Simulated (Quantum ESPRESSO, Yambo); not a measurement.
**CdWO4 (P2/c): changed settings of a GW run in Yambo**

A base run on CdWO4 (P2/c), then changed inputs.

Program: Yambo 5.3.0. Level of theory: LDA and many-body steps on it, plane waves. Results are calculated unless marked as measured.

### Step 1. The structure

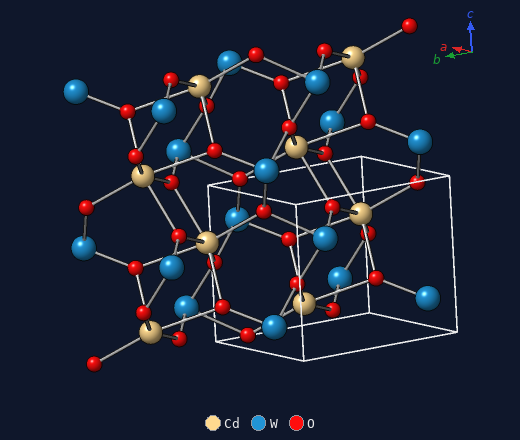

Start, viewed from a free direction; cadmium orange, tungsten blue, oxygen red. 1×2×2 cells are drawn. Some periodic images of atoms are drawn too.

Structure file:

```
Cd W O
1.0
     5.04000    0.00000    0.00000
     0.00000    5.87010    0.00000
    -0.13096    0.00000    5.08241
Cd W O
2 2 8
Cartesian
  2.4873 4.0932 1.2706
  2.4218 1.7769 3.8118
  -0.0327 1.0481 1.2706
  -0.0982 4.8220 3.8118
  0.8926 0.5606 4.8303
  3.9510 0.5606 2.7933
  4.0164 5.3095 0.2521
  0.9581 5.3095 2.2891
  1.1694 2.1737 1.9511
  3.8051 2.1737 0.5901
  3.7396 3.6964 3.1313
  1.1039 3.6964 4.4923
```

The cell and positions come from the Crystallography Open Database and are kept as given unless a step says otherwise. Spin-orbit coupling is left out unless a step names it.

### Step 2. Base

This step: Yambo 5.3.0; G0W0 on LDA, plane waves, norm-conserving pseudopotentials.

Now the one-shot GW correction: screening in the RPA, then the self-energy of the levels asked for.

gw2.in

```
HF_and_locXC
gw0
dyson
ppa
em1d
rim_cut
RandQpts= 1000000
RandGvec= 1 RL
EXXRLvcs= 94 Ry
VXCRLvcs= 376 Ry
Chimod= "HARTREE"
% BndsRnXp
 1 | 176 |
%
NGsBlkXp= 6 Ry
% LongDrXp
 1 | 1 | 1 |
%
% GbndRnge
 1 | 176 |
%
DysSolver= "n"
ExtendOut
PPAPntXp= 27.21138 eV
% QPkrange
 3 | 3 | 57 | 60 |
 1 | 1 | 57 | 60 |
%
```

Launch:

```bash
> OMP_NUM_THREADS=2 mpirun -n 4 yambo -F gw2.in -J gw2 -C gw2 > gw2.log
```

The log of the run:

```text
 Yambo, version 5.3.0

 [02] CORE Variables Setup
 =========================

  [... cell, symmetries and grids as in the set-up ...]

  [02.05] Energies & Occupations
  ==============================

  [X] === General ===
  [X] Electronic Temperature                        :  0.000000  0.000000 [eV K]
  [X] Bosonic    Temperature                        :  0.000000  0.000000 [eV K]
  [X] Finite Temperature mode                       : no
  [X] El. density                                   :  0.77146E+24 [cm-3]
  [X] Fermi Level                                   :  8.728327 [eV]

  [X] === Gaps and Widths ===
  [X] Conduction Band Min                           :  2.997649 [eV]
  [X] Valence Band Max                              :  0.000000 [eV]
  [X] Filled Bands                                  :   58
  [X] Empty Bands                                   :    59   349
  [X] Direct Gap                                    :  2.997649 [eV]
  [X] Direct Gap localized at k                     :  3
  [X] Indirect Gap                                  :  2.997649 [eV]
  [X] Indirect Gap between kpts                     :  3  3
  [X] Last valence band width                       :  0.441199 [eV]
  [X] 1st conduction band width                     :  0.717368 [eV]

 [03] Transferred momenta grid and indexing
 ==========================================

 IBZ Q-points                                      :  12
 BZ  Q-points                                      :  16

 K/Q-points units:
 rlu = crystal or reduced units; cc = cartesian coordinates; iku = interal k-units

 Q [ 1]         [rlu]:  0.000000  0.000000  0.000000
 Q [ 2]         [rlu]:  0.35366E-17   0.0000     -0.50000
 Q [ 3]         [rlu]:  0.000000 -0.500000  0.000000
 Q [ 4]         [rlu]:  0.35366E-17 -0.50000     -0.50000
 Q [ 5]         [rlu]:  0.25000       0.0000     -0.63661E-18
 Q [ 6]         [rlu]:  0.250000  0.000000 -0.500000
 Q [ 7]         [rlu]:  0.25000     -0.50000     -0.63661E-18
 Q [ 8]         [rlu]:  0.250000 -0.500000 -0.500000
 Q [ 9]         [rlu]: -0.50000       0.0000      0.12732E-17
 Q [10]         [rlu]:  0.500000  0.000000 -0.500000
 Q [11]         [rlu]: -0.50000     -0.50000      0.12732E-17
 Q [12]         [rlu]:  0.500000  0.500000 -0.500000

 [04] Coloumb potential Random Integration (RIM)
 ===============================================

  [04.01] RIM initialization
  ==========================

  * Diagonal components only detected *

  8 x (sBL volume)        :  0.122227 [a.u.]
  sBZ random points       :  1000000
  Points outside the sBZ  :   7990763
  RL volume               :  0.244454 [a.u.]
  Integrated volume       :  0.244736 [a.u.]

  [04.02] RIM integrals
  =====================

  Gamma point sphere radius             :  0.090020 [a.u.]
  Points outside the sphere             :   802047
  [Int_sBZ(q=0) 1/q^2]*(Vol_sBZ)^(-1/3) =:  7.360908
                                 should be <:  7.795600

  Summary of Coulomb integrals for non-metallic bands |Q|[au] RIM/Bare

  Q [1] 0.100000E-4 0.944239 * Q [5] 0.164981 0.757648
  Q [3] 0.283208 1.090704 * Q [2] 0.327100 1.166716
  Q [7] 0.327758 1.035984 * Q [9] 0.329963 0.924099
  Q [6] 0.362537 1.099478 * Q [4] 0.432668 1.091057
  Q [11] 0.434836 0.993103 * Q [10] 0.458595 1.023114
  Q [8] 0.460044 1.064249 * Q [12] 0.538996 1.023870

 [05] Dipoles
 ============

  [05.01] Setup: observables and procedures
  =========================================

  [WARNING] [x,Vnl] slows the Dipoles computation. To neglect it rename the ns.kb_pp file

 [06] Dynamic Dielectric Matrix (PPA)
 ====================================

 [WR./gw2//ndb.pp]---------------------------------------------------------------
  Brillouin Zone Q/K grids (IBZ/BZ)                :  12  16  12  16
  RL vectors                                       :  18397 [WF]
  Coulomb cutoff potential                         : none
  Electronic Temperature                           :  0.000000 [K]
  Bosonic    Temperature                           :  0.000000 [K]
  PPA    diel. fun.  energies                      : Slater exchange(X)+Perdew & Wang(C)
  wavefunctions                                    : Slater exchange(X)+Perdew & Wang(C)
  Global Gauge                                     : length
  X matrix size                                    :  261
  X band range                                     :    1  176
  X e/h energy range                               : -1.000000 -1.000000 [eV]
  X Time ordering                                  : R
  X Hxc Kernel                                     : HARTREE
  X Drude frequency                                :  0.000000  0.000000
  X poles                                          :  100.0000 [o/o]
  RL vectors in the sum                            :  18397
  [r,Vnl] included                                 : yes
  Field direction                                  :  0.577350E-5  0.577350E-5  0.577350E-5
  BZ energy Double Grid                            : no
  BZ energy DbGd points                            : 0
  BZ Q point size factor                           : -1.000000
  X Optical Averaged directions                    : none

 [07] Local Exchange-Correlation + Non-Local Fock
 ================================================

 [VXC] Plane waves :  125031
 [EXS] Plane waves :  15645

 QP @ state[ 1 ] K range:  1  1
 QP @ state[ 1 ] b range:   57   60
 QP @ state[ 2 ] K range:  3  3
 QP @ state[ 2 ] b range:   57   60

 [xc] Functional : Slater exchange(X)+Perdew & Wang(C)
 [xc] LIBXC used to calculate xc functional
  PP Number of Atomic Species                      :  3
  NLCC RL compoments                               :  125031
  PP Number of Atomic Species                      :  3
  NLCC RL compoments                               :  125031

 [xc] E_xc :  -72.74790 [Ha]
      E_xc :  -145.4958 [Ry]

  Local XC kind (lXC) : Slater exchange(X)+Perdew & Wang(C)
  Non-Local XC kind (nlXC) : Hartree-Fock

  Corrections @ K [1] :  [eV]
 <57|nlXC|57> = -24.80884 -0.16259E-17 <57|lXC|57> = -19.76322  0.000000
 <58|nlXC|58> = -25.53299 -0.79808E-17 <58|lXC|58> = -20.82945 -0.18882E-15
 <59|nlXC|59> = -11.91698  0.66353E-18 <59|lXC|59> = -17.16864  0.37763E-15
 <60|nlXC|60> = -12.37477 -0.20737E-17 <60|lXC|60> = -18.08660 -0.59005E-17

  Corrections @ K [3] :  [eV]
 <57|nlXC|57> = -24.48096 -0.47020E-17 <57|lXC|57> = -19.43870 -0.15489E-16
 <58|nlXC|58> = -25.78578 -0.78411E-17 <58|lXC|58> = -20.95771  0.18882E-15
 <59|nlXC|59> = -11.49919  0.26015E-17 <59|lXC|59> = -17.10840 -0.64906E-16
 <60|nlXC|60> = -11.09630 -0.16446E-17 <60|lXC|60> = -16.65712 -0.21242E-15

 [08] Dyson equation: Newton solver
 ==================================

  [08.01] G0W0 (W PPA)
  ====================

  [  GW  ] Bands range     :    1  176
  [GW/PPA] G damping       :  0.100000 [eV]

  QP @ state[ 1 ] K range:  1  1
  QP @ state[ 1 ] b range:   57   60
  QP @ state[ 2 ] K range:  3  3
  QP @ state[ 2 ] b range:   57   60

   Sc/G bands                                       :    1  176
   Sc/G damping                                     :  0.100000 ev
   Sc bands terminator                              : no
   Sx RL components                                 :  15645

   QP @ state[ 1 ] K range                          :  1  1
   QP @ state[ 1 ] b range                          :   57   60
   QP @ state[ 2 ] K range                          :  3  3
   QP @ state[ 2 ] b range                          :   57   60
   GF energies kind                                 : Slater exchange(X)+Perdew & Wang(C)
   GF WF`s kind                                     : Slater exchange(X)+Perdew & Wang(C)
   Xs energies kind                                 : Slater exchange(X)+Perdew & Wang(C)
   Xs WF`s kind                                     : Slater exchange(X)+Perdew & Wang(C)

 [11] Game Over & Game summary
```

It took 2.3 min on 4 MPI ranks of Arm Neoverse V2, shared host; peak memory 7.4 GiB; 16 min of CPU time.

Numbers from this step:

```yaml
g0w0_gap_on_the_points_computed: 4.878 eV
starting_gap_on_the_mesh: 2.998 eV
k_of_the_valence_top: 0, -0.5, 0
k_of_the_conduction_bottom: 0, -0.5, 0
least_direct_g0w0_gap_on_the_computed_points: 4.878 eV
z_at_the_valence_top: 0.7871
z_at_the_conduction_bottom: 0.8244
```

The gap on the mesh goes from 3.00 eV to 4.88 eV, a correction of +1.88 eV.

### Step 3. Scissors in G

gw6.in, as its differences from gw2.in of step 2:

```diff
@@ -28 +28,4 @@
 %
+% GfnQP_E
+ 1.0 | 1.0 | 1.0 |
+%
```

Launch:

```bash
> OMP_NUM_THREADS=2 mpirun -n 4 yambo -F gw6.in -J gw6,gw2_W -C gw6 > gw6.log
```

The log of the run:

```text
 Yambo, version 5.3.0

 [02] CORE Variables Setup
 =========================

  [... cell, symmetries and grids as in the set-up ...]

  [02.05] Energies & Occupations
  ==============================

  [X] === General ===
  [X] Electronic Temperature                        :  0.000000  0.000000 [eV K]
  [X] Bosonic    Temperature                        :  0.000000  0.000000 [eV K]
  [X] Finite Temperature mode                       : no
  [X] El. density                                   :  0.77146E+24 [cm-3]
  [X] Fermi Level                                   :  8.728327 [eV]

  [X] === Gaps and Widths ===
  [X] Conduction Band Min                           :  2.997649 [eV]
  [X] Valence Band Max                              :  0.000000 [eV]
  [X] Filled Bands                                  :   58
  [X] Empty Bands                                   :    59   349
  [X] Direct Gap                                    :  2.997649 [eV]
  [X] Direct Gap localized at k                     :  3
  [X] Indirect Gap                                  :  2.997649 [eV]
  [X] Indirect Gap between kpts                     :  3  3
  [X] Last valence band width                       :  0.441199 [eV]
  [X] 1st conduction band width                     :  0.717368 [eV]

 [03] Transferred momenta grid and indexing
 ==========================================

 IBZ Q-points                                      :  12
 BZ  Q-points                                      :  16

 K/Q-points units:
 rlu = crystal or reduced units; cc = cartesian coordinates; iku = interal k-units

 Q [ 1]         [rlu]:  0.000000  0.000000  0.000000
 Q [ 2]         [rlu]:  0.35366E-17   0.0000     -0.50000
 Q [ 3]         [rlu]:  0.000000 -0.500000  0.000000
[...]
[G+QP] 1st conduction band width                  :  0.717368 [eV]

  [coarse-grid] Minimum Bare Gap        [ev]:  2.997649
  [coarse-grid] Minimum Gap Correction  [ev]:  1.000000

  Eqp @ K [ 1]
  -99.45815 -99.45799 -74.05572 -74.04988 -60.65463 -60.65231 -60.64339 -60.64115
  -60.61351 -60.61335 -38.42958 -38.40300 -38.39393 -38.31560 -38.31544 -38.24455
  -17.72640 -16.55433 -16.33939 -16.32500 -16.31049 -16.11747 -15.90156 -15.72812
[...]
[... 3 further rows ...]
[...]
Eqp @ K [ 2]
[...]
[... 3 further rows ...]
[...]
Eqp @ K [ 3]
[...]
[... 3 further rows ...]
[...]
Eqp @ K [ 8]
[...]
[... 3 further rows ...]
[...]
Eqp @ K [ 9]
[...]
[... 45 further rows ...]
   25.46862  25.46862  25.76018  25.76018  26.14848  26.14848  27.40335  27.40335
   27.96467  27.96467  29.00931  29.00931  29.50254  29.50254  30.50648  30.50648

 [06] Dipoles
 ============

  [06.01] Setup: observables and procedures
  =========================================

 [07] Dynamic Dielectric Matrix (PPA)
 ====================================

   Sc/G bands                                       :    1  176
   Sc/G damping                                     :  0.100000 ev
   Sc bands terminator                              : no
   Sx RL components                                 :  15645

   QP @ state[ 1 ] K range                          :  1  1
   QP @ state[ 1 ] b range                          :   57   60
   QP @ state[ 2 ] K range                          :  3  3
   QP @ state[ 2 ] b range                          :   57   60
   GF energies kind                                 : Slater exchange(X)+Perdew & Wang(C)+ user defined corrections @E
   GF WF`s kind                                     : Slater exchange(X)+Perdew & Wang(C)
   Xs energies kind                                 : Slater exchange(X)+Perdew & Wang(C)
   Xs WF`s kind                                     : Slater exchange(X)+Perdew & Wang(C)

 [12] Game Over & Game summary
```

Run time: 17 s. Hardware: 4 MPI ranks; peak memory 7.2 GiB; 2 min of CPU time.

Numbers from this step:

```yaml
g0w0_gap_on_the_points_computed: 5.003 eV
starting_gap_on_the_mesh: 2.998 eV
k_of_the_valence_top: 0, -0.5, 0
k_of_the_conduction_bottom: 0, -0.5, 0
least_direct_g0w0_gap_on_the_computed_points: 5.003 eV
z_at_the_valence_top: 0.7883
z_at_the_conduction_bottom: 0.8328
```

The program's own table gives 5.170 eV, which is too large where the input levels are shifted: this version takes Σc at the unshifted level E₀, yet steps from the shifted one. The value above is the Newton step from E₀, E₀ + Z(Σc + Σx − Vxc), rebuilt from the printed columns.

### Step 4. Exchange cutoff

gw7.in, as its differences from gw6.in of step 3:

```diff
@@ -8,3 +8,3 @@
 RandGvec= 1 RL
-EXXRLvcs= 94 Ry
+EXXRLvcs= 188 Ry
 VXCRLvcs= 376 Ry
@@ -28,4 +28 @@
 %
-% GfnQP_E
- 1.0 | 1.0 | 1.0 |
-%
```

Launch:

```bash
> OMP_NUM_THREADS=2 mpirun -n 4 yambo -F gw7.in -J gw7,gw2_W -C gw7 > gw7.log
```

The log of the run:

```text
 Yambo, version 5.3.0

 [02] CORE Variables Setup
 =========================

  [... cell, symmetries and grids as in the set-up ...]

  [02.05] Energies & Occupations
  ==============================

  [X] === General ===
  [X] Electronic Temperature                        :  0.000000  0.000000 [eV K]
  [X] Bosonic    Temperature                        :  0.000000  0.000000 [eV K]
  [X] Finite Temperature mode                       : no
  [X] El. density                                   :  0.77146E+24 [cm-3]
  [X] Fermi Level                                   :  8.728327 [eV]

  [X] === Gaps and Widths ===
  [X] Conduction Band Min                           :  2.997649 [eV]
  [X] Valence Band Max                              :  0.000000 [eV]
  [X] Filled Bands                                  :   58
  [X] Empty Bands                                   :    59   349
  [X] Direct Gap                                    :  2.997649 [eV]
  [X] Direct Gap localized at k                     :  3
  [X] Indirect Gap                                  :  2.997649 [eV]
  [X] Indirect Gap between kpts                     :  3  3
  [X] Last valence band width                       :  0.441199 [eV]
  [X] 1st conduction band width                     :  0.717368 [eV]

 [03] Transferred momenta grid and indexing
 ==========================================

 IBZ Q-points                                      :  12
 BZ  Q-points                                      :  16

 K/Q-points units:
 rlu = crystal or reduced units; cc = cartesian coordinates; iku = interal k-units

 Q [ 1]         [rlu]:  0.000000  0.000000  0.000000
 Q [ 2]         [rlu]:  0.35366E-17   0.0000     -0.50000
 Q [ 3]         [rlu]:  0.000000 -0.500000  0.000000
[...]
Q [ 8]         [rlu]:  0.250000 -0.500000 -0.500000
 Q [ 9]         [rlu]: -0.50000       0.0000      0.12732E-17
 Q [10]         [rlu]:  0.500000  0.000000 -0.500000
 Q [11]         [rlu]: -0.50000     -0.50000      0.12732E-17
 Q [12]         [rlu]:  0.500000  0.500000 -0.500000

 [04] Coloumb potential Random Integration (RIM)
 ===============================================

 Summary of Coulomb integrals for non-metallic bands |Q|[au] RIM/Bare

 Q [1] 0.100000E-4 0.944239 * Q [5] 0.164981 0.757648
 Q [3] 0.283208 1.090704 * Q [2] 0.327100 1.166716
 Q [7] 0.327758 1.035984 * Q [9] 0.329963 0.924099
 Q [6] 0.362537 1.099478 * Q [4] 0.432668 1.091057
 Q [11] 0.434836 0.993103 * Q [10] 0.458595 1.023114
 Q [8] 0.460044 1.064249 * Q [12] 0.538996 1.023870

 [05] Dipoles
 ============

  [05.01] Setup: observables and procedures
  =========================================

 [06] Dynamic Dielectric Matrix (PPA)
 ====================================

   Sc/G bands                                       :    1  176
   Sc/G damping                                     :  0.100000 ev
   Sc bands terminator                              : no
   Sx RL components                                 :   44103

   QP @ state[ 1 ] K range                          :  1  1
   QP @ state[ 1 ] b range                          :   57   60
   QP @ state[ 2 ] K range                          :  3  3
   QP @ state[ 2 ] b range                          :   57   60
   GF energies kind                                 : Slater exchange(X)+Perdew & Wang(C)
   GF WF`s kind                                     : Slater exchange(X)+Perdew & Wang(C)
   Xs energies kind                                 : Slater exchange(X)+Perdew & Wang(C)
   Xs WF`s kind                                     : Slater exchange(X)+Perdew & Wang(C)

 [11] Game Over & Game summary
```

Run time: 17 s. Hardware: 4 MPI ranks; peak memory 7.2 GiB.

This step gave:

- G0W0 gap on the points computed: 4.879 eV
- starting gap on the mesh: 2.998 eV
- k of the valence top: 0, -0.5, 0
- k of the conduction bottom: 0, -0.5, 0
- least direct G0W0 gap on the computed points: 4.879 eV
- Z at the valence top: 0.7871
- Z at the conduction bottom: 0.8244

[end of part 1 of 2]

[Paths, hosts, dates, memory and timing lines, banners, echoed tables and standing remarks are left out of the program output.]

[Logs are printed without paths, hosts, clocks, repeated set-up lines and the standing remarks that a program may print on its own settings, such as how far it seeks lower states.]

[Runs of the session that timed out or met a known fault of the program may be left out.]

[Hosts, paths, dates, database ids (printed as entryN), source tags and the programs' standing remarks are cut or masked in the printed files.]
